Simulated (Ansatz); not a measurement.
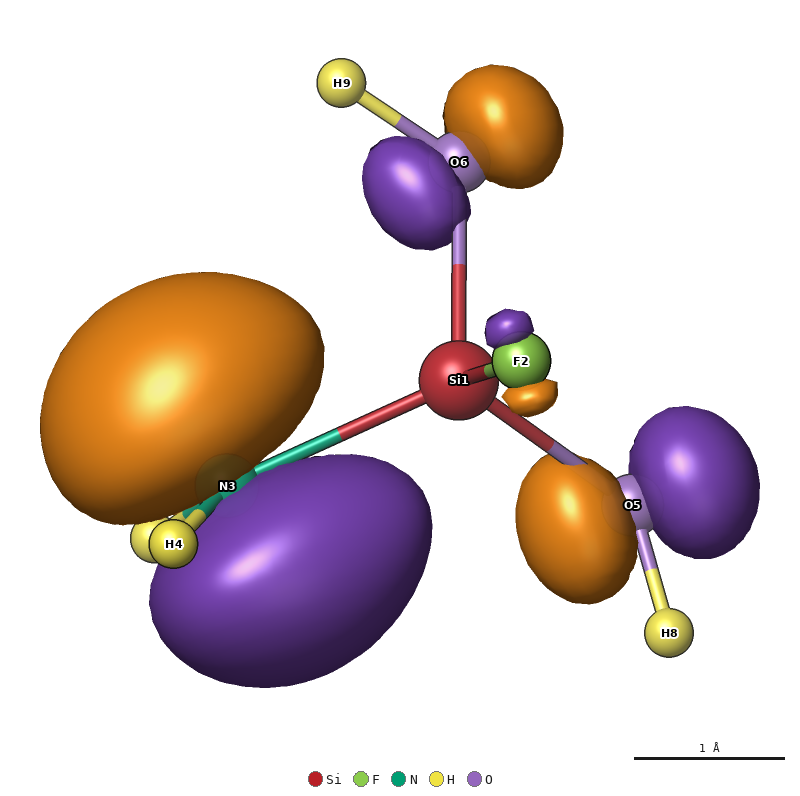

FH₄NO₂Si. The HOMO at ±0.15 Å⁻³ᐟ² (orange and purple are the two phases), seen at a tilt.

These are results of Ansatz, RKS B3LYP-D4/def2-SVP, not measurements.

```xyz
9

Si   -0.1202   -0.0902    0.3991
F     1.0223    0.0049    1.5509
N     0.7549    0.1856   -1.0435
H     1.7088    0.5275   -1.0198
O    -1.3371    0.9638    0.7481
O    -0.8732   -1.5521    0.4191
H     0.3078    0.3406   -1.9397
H    -1.0778    1.8784    0.9055
H    -0.3854   -2.2584   -0.0200
```

Question: Where does this orbital lie, and at what energy?

Answer: It lies mainly on N3 (about 65 %) and O5 (about 10 %); largely a lone pair of N3. Its energy is −7.32 eV.
